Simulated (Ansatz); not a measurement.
ClF2H2O2Ta···F (doublet)

Input

```
crystal:
  periodic: [false, false, false]
  atoms:
    - { symbol: Ta, position_ang: [0.0, 0.0, 0.0] }
    - { symbol: Cl, position_ang: [2.72, 0.0, 0.0] }
    - { symbol: O, position_ang: [0.0, 0.0, 2.02] }
    - { symbol: H, position_ang: [-0.2547, -0.9174, 2.3571] }
    - { symbol: O, position_ang: [0.0, 0.0, -2.02] }
    - { symbol: H, position_ang: [-0.6343, -0.71, -2.3571] }
    - { symbol: F, position_ang: [-0.965, 1.6714, 0.0] }
    - { symbol: F, position_ang: [-0.965, -1.6714, 0.0] }
    - { symbol: F, position_ang: [4.52, 0.0, 0.0] }
magnetization:
  spin_polarized: true
  initial_magnetization: 1
basis:
  gaussian: { orbitals: def2-SVP }
hamiltonian:
  xc: pbe
relax:
  f_tol: 0.15
  max_steps: 25
  restrain:
    - { distance: [1, 8], at: 2.7, k: 30.0 }
    - { distance: [0, 1], at: 2.47, k: 30.0 }
output:
  orbitals: {}
```

Run with:

```sh
ansatz run input.yaml --threads 4 --pin off --max-ram 5120MiB --backend cpu --events-out ev --progress --plain --runs-dir out
```

The fields are those of the run's last geometry, not of the input's.

Core potentials replace the inner electrons of Ta; not at a stationary point (largest force 0.6 eV/Å).

Method: Ansatz, UKS PBE/def2-SVP.

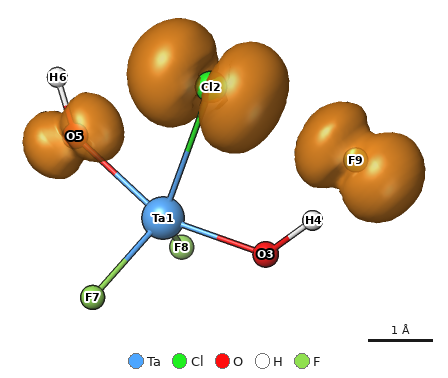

Figure 1. Isosurfaces of the spin density (α minus β) at +0.02 (orange) and −0.02 e/Å³ (purple), seen at a tilt.

> Which atoms carry the spin?

The unpaired spin (1 electron) lies mostly on F9 (about 0.5), Cl2 (about 0.4) and O5 (about 0.1), in electrons by Hirshfeld's partition. Only one sign reaches the isovalue.

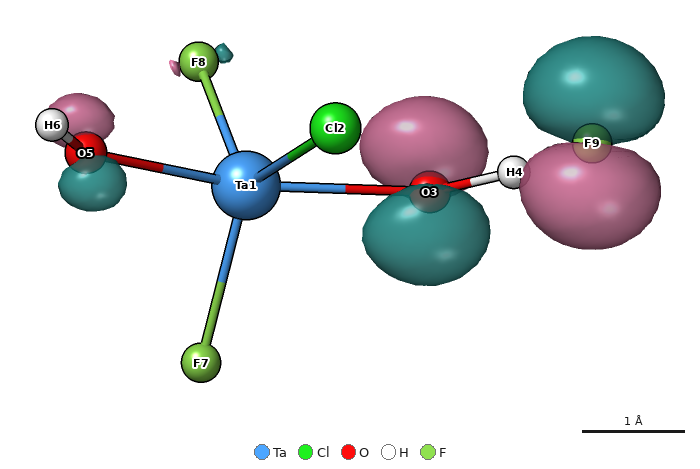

Figure 2. The HOMO−1 (α) at ±0.2 Å⁻³ᐟ² (teal and pink are the two phases), seen from one side.

> Describe this orbital and give its energy.

By Hirshfeld shares it lies mainly on F9 (about 60 %) and O3 (about 25 %). Its energy is −8.19 eV.

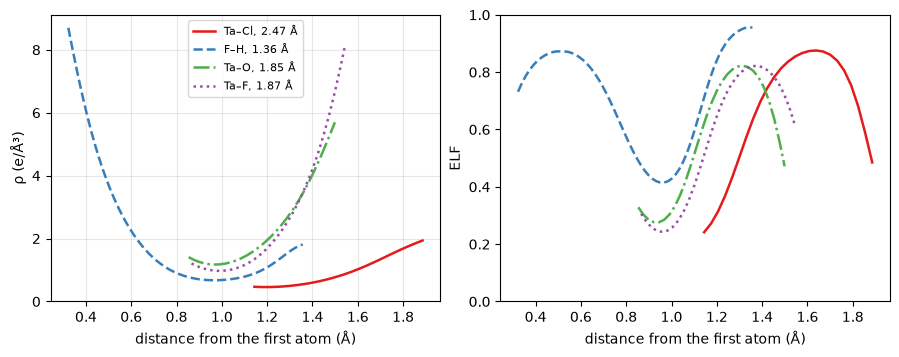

Figure 3. Electron density and electron localisation function along straight lines between neighbouring atoms. The curves leave out the atomic cores.

> Compare the contacts.

Ta–Cl (2.47 Å): ρ at the midpoint is about 0.46 e/Å³; the ELF peaks at about 0.90 in the valence shell of Cl, 0.8 Å from its nucleus, and is about 0.35 at the midpoint.
F9···H4 (1.36 Å): the density falls to about 0.68 e/Å³ on the way; the ELF climbs to about 0.90 towards the hydrogen, as it does in any bond to H.
Ta–O (1.85 Å): the density is about 1.2 e/Å³ at the midpoint; the ELF peaks at about 0.80 in the valence shell of O, 0.5 Å from its nucleus, and drops to about 0.30 between the two atoms.
Ta–F (1.87 Å): ρ is about 1 e/Å³ halfway; the ELF peaks at about 0.80 in the valence shell of F, 0.5 Å from its nucleus, and drops to about 0.25 between the two atoms.
